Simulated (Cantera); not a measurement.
A closed system holds: 1 mol Cu, 2 mol CO₂, 1.9 mol H₂, equilibrated at 1848.15 K.

These are equilibrium values from Cantera (NASA tables, ideal gas, pure condensed phases), not measurements of a reactor. Candidate condensed phases: C, C₆H₆, C₇H₈, C₈H₁₈, Cu, CuO, Cu(OH)₂, Cu₂O, H₂O; 113 gas species. Equilibrium is a limit: real reactors are often held back by kinetics, nucleation or transport.

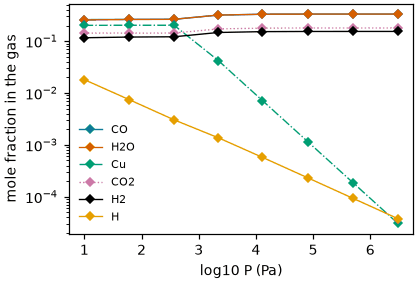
Equilibrium gas composition (values under 1e-9 drawn at 1e-9)

Problem. Read off the mole fractions at 0.000100 bar.

Solution. CO about 0.26, H₂O about 0.26, Cu about 0.20, CO₂ about 0.14, H₂ about 0.12, H about 0.018.
